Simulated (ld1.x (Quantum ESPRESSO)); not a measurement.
## Cr: pseudopotential generation

System: chromium (Cr, Z = 24), core [Ar], reference valence 3d5 4s1 4p0, valence charge 6.
Method: RRKJ potential, PBE, scalar-relativistic, made with ld1.x (Quantum ESPRESSO) 7.5.

The input:
```
 &input
   title='Cr', zed=24., rel=1, dft='PBE', iswitch=3,
   config='[Ar] 3d5 4s1 4p0',
   nld=3, rlderiv=4.50, eminld=-2.0, emaxld=5.0, deld=0.02
 /
 &inputp
   pseudotype=2, tm=.false., rho0=0.02, lloc=-1, rcloc=3.10,
   nlcc=.true., rcore=0.75,
   file_pseudopw='Cr.UPF', file_wfcaegen='ae.wfc', file_wfcncgen='nc.wfc', file_beta='beta', file_chi='chi'
 /
3
4S  1  0   1.00   0.00  2.05  2.05  0.0
4P  2  1   0.00   0.00  4.15  4.15  0.0
3D  3  2   5.00   0.00  1.40  1.40  0.0
 &test
   configts(1)='3d5 4s1 4p0'
 /
```

Command:
```bash
ld1.x < Cr.in > Cr.out
```

Log:
```
     Program LD1 v.7.5
     --------------------------- All-electron run ----------------------------

     Cr
     scalar relativistic calculation

     atomic number is 24.00
     dft =PBE   lsd =0 sic =0 latt =0  beta=0.20 tr2=1.0E-14
     Exchange-correlation= PBE
                           (   1   4   3   4   0   0   0)
     mesh =1183 r(mesh) =  99.18097 a.u. xmin = -7.00 dx = 0.01250
     1 Ry =  13.60569312 eV, c = 137.03599908

     n l     nl                  e(Ry)          e(Ha)          e(eV)
     1 0     1S 1( 2.00)      -432.2430      -216.1215     -5880.9659
     2 0     2S 1( 2.00)       -49.0343       -24.5172      -667.1462
     2 1     2P 1( 6.00)       -41.2106       -20.6053      -560.6988
     3 0     3S 1( 2.00)        -5.4382        -2.7191       -73.9910
     3 1     3P 1( 6.00)        -3.3400        -1.6700       -45.4429
     3 2     3D 1( 5.00)        -0.2141        -0.1070        -2.9129
     4 0     4S 1( 1.00)        -0.2945        -0.1473        -4.0069
     4 1     4P 1( 0.00)        -0.0727        -0.0363        -0.9885

     final scf error:  2.9E-15 reached in  30 iterations

     Etot =   -2101.058399 Ry,   -1050.529200 Ha,  -28586.355814 eV

     Ekin =    2122.324354 Ry,    1061.162177 Ha,   28875.693865 eV
     Encl =   -5013.937674 Ry,   -2506.968837 Ha,  -68218.097330 eV
     Eh   =     887.776586 Ry,     443.888293 Ha,   12078.815786 eV
     Exc  =     -97.221665 Ry,     -48.610832 Ha,   -1322.768135 eV

     normalization and overlap integrals

     s(1S/1S) =  1.000000  <r> =   0.0636  <r2> =    0.0054  r(max) =   0.0417
     s(2S/2S) =  1.000000  <r> =   0.2931  <r2> =    0.1015  r(max) =   0.2428
     s(2P/2P) =  1.000000  <r> =   0.2598  <r2> =    0.0831  r(max) =   0.1988
     s(3S/3S) =  1.000000  <r> =   0.9019  <r2> =    0.9400  r(max) =   0.7764
     s(3P/3P) =  1.000000  <r> =   0.9660  <r2> =    1.1034  r(max) =   0.7961
     s(3D/3D) =  1.000000  <r> =   1.5165  <r2> =    3.3298  r(max) =   0.8369
     s(4S/4S) =  1.000000  <r> =   3.4357  <r2> =   13.7956  r(max) =   2.7441
     s(4P/4P) =  1.000000  <r> =   5.2574  <r2> =   33.3166  r(max) =   3.9430

     ------------------------ End of All-electron run ------------------------

     --------------------- Generating NC pseudopotential ---------------------

      Generating local potential from pseudized AE potential:
      Matching radius rcloc =   3.1000

      Local pseudo, rcloc= 3.071 Estimated cut-off energy=     2.55 Ry

      Computing core charge for nlcc:

       r > 0.76 : true rho core
       r < 0.76 : rho core = a sin(br)/r    a=  14.70  b=   2.64

      Integrated core pseudo-charge :   9.09
     Message from routine compute phi:
     negative determinant

      ld=   0.506890 f2ae  0.513740 faenor  0.129680
           0        1184        1183   99.180970837213650

 %%%%%%%%%%%%%%%%%%%%%%%%%%%%%%%%%%%%%%%%%%%%%%%%%%%%%%%%%%%%%%%%%%%%%%%%%%%%%%
     Error in routine compute_chi (1):
     n is too large
 %%%%%%%%%%%%%%%%%%%%%%%%%%%%%%%%%%%%%%%%%%%%%%%%%%%%%%%%%%%%%%%%%%%%%%%%%%%%%%

     stopping ...
```

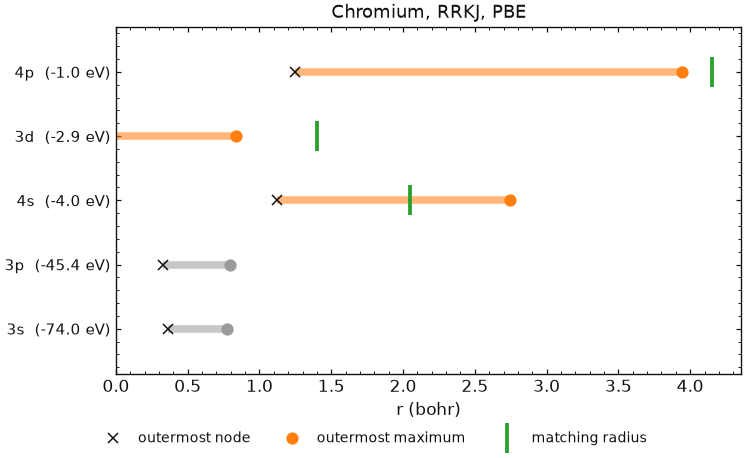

Fig. 1: Outer shells of the all-electron reference atom: each bar runs from the outermost node (or the nucleus) to the outermost maximum of u(r); the tick is the radius chosen for the pseudo-wave. Shells without a tick have no pseudo-wave of their own. Levels, nodes and maxima are from ld1.x, scalar-relativistic.

- Radii against the shells: 4s: 2.05 bohr, between node and maximum; 3d: 1.40 bohr, outside the maximum; 4p: 4.15 bohr, outside the maximum.

Outcome:

| quantity | value |
| --- | --- |
| outcome | ended with an error |
| hardware | 1 CPU thread, shared host |

What went wrong:

The generator stopped with the message “compute_chi: n is too large”. In words: the routine that builds χ = (ε − T − V_loc)φ ran off the radial mesh.
